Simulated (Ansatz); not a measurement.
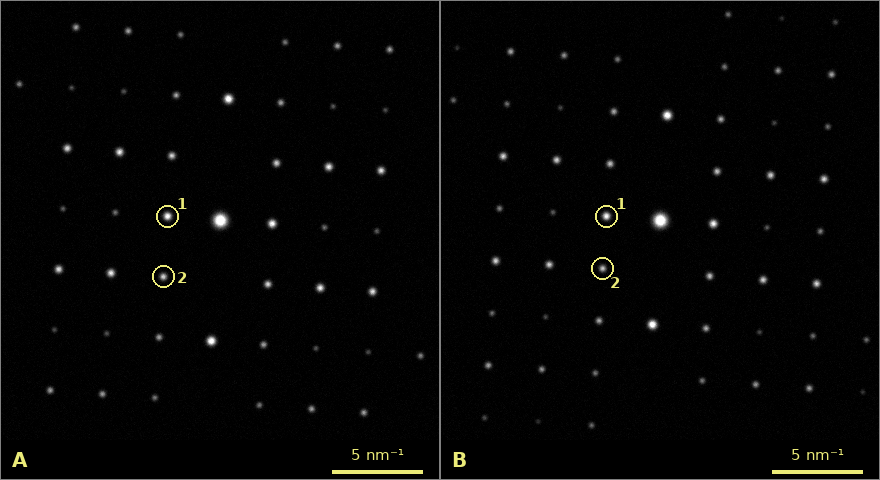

Kinematic electron diffraction patterns (300 kV, B = 0.5 Å², same scale) along [010] of the run's own cell, for the start and the end of one relaxation of HfF2 with Ansatz 0.2.0, DFT, PAW plane waves, r2scan. k mesh 6×6×5. The start is a generated model structure, and the relaxation ends in the nearest stationary point of its symmetry, not necessarily the ground state. Spot 1 is -1 0 0 and spot 2 is -1 0 1 in both.

Start structure:

```yaml
crystal:
  lattice:
    - [3.43862, 0.00000, 0.00000]
    - [1.71931, -6.82199, 0.00000]
    - [0.00000, 0.00000, -3.40959]
  atoms:
    - { symbol: F, position: [0.44100, 0.11800, 0.75000] }
    - { symbol: F, position: [0.55900, 0.88200, 0.25000] }
    - { symbol: Hf, position: [0.10600, 0.78800, 0.75000] }
    - { symbol: Hf, position: [0.89400, 0.21200, 0.25000] }
    - { symbol: F, position: [0.75000, 0.50000, 0.75000] }
    - { symbol: F, position: [0.25000, 0.50000, 0.25000] }
```

Question: Which pattern belongs to the start structure, and which to the relaxed one?

Answer: B is the start: its cell gives d(1) = 3.334 Å, d(2) = 2.384 Å and an angle of 44.4°. A is the relaxed structure, with d(1) = 3.410 Å (+2.3 %), d(2) = 2.230 Å (-6.5 %) and 49.2°.

Question: Name reflections whose intensity changes strongly on relaxation.

Answer: 2 0 -1 goes from 25 to 42 % of the strongest spot.

Question: Summarise the relaxation behind the change.

Answer: The volume changed by -7.7 % to 12.31 Å³ an atom; with the mean shift removed, the atoms moved by up to 0.78 Å relative to the cell (F most); the space group stayed Cmcm (No. 63); the free energy fell by 630 meV an atom. Relaxed cell: a = 3.512 Å, b = 7.348 Å, c = 2.948 Å, α = 90.00°, β = 90.00°, γ = 76.17°.
